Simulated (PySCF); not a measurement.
Input file:

```
{"job": {"kind": "inter", "xc": "wB97M-D3(BJ)", "basis": "def2-TZVPD", "pairs": false}, "charge": 0, "multiplicity": 1, "parts": [{"atoms": "0-2", "charge": 0, "multiplicity": 1}, {"atoms": "3-4", "charge": 0, "multiplicity": 1}, {"atoms": "5-6", "charge": 0, "multiplicity": 1}]}
F      1.699735    -0.461789    -0.624761
Ge     0.580383     1.005424    -0.868191
F     -0.546046     0.486346     0.386680
F      2.960929    -0.109902     1.384893
H      2.524613    -0.476159     0.598920
F      1.849474     1.925884     0.733168
H      2.363388     1.213982     1.156408
```

Command:

```sh
OMP_NUM_THREADS=1 python cluster_run.py task.json out
```

Geometry: PBE0-D3(BJ)/def2-SVPD.

The calculation used wB97M-D3(BJ)/def2-TZVPD, SCF density, gas phase (PySCF 2.14.0).

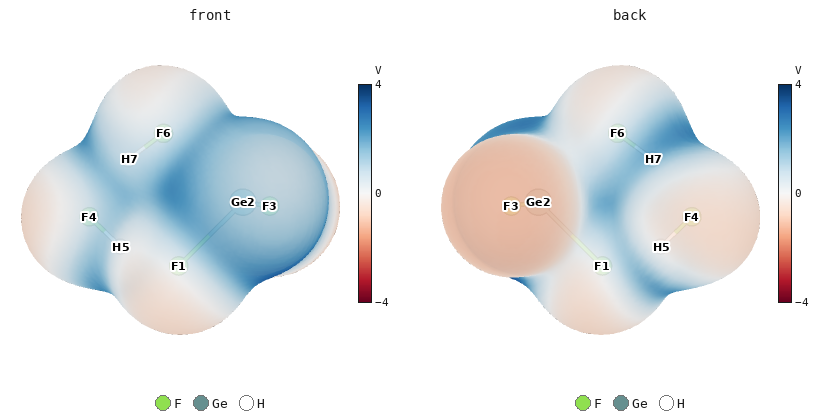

F$_{2}$Ge···HF···HF. The electrostatic potential painted on the density surface at 0.004 e/bohr³, seen from the front and from behind; the colour scale runs from red (negative) to blue (positive).

Which sites attract a positive test charge, and which a negative one?

A positive charge is drawn to the negative regions and a negative charge to the positive ones. The most negative region (about −1.2 V, or −28 kcal/mol for a unit charge) lies over F3, the most positive (about +3.4 V, or +78 kcal/mol for a unit charge) over Ge2.

What dipole moment does the calculation give?

Its dipole moment is 2.21 D.
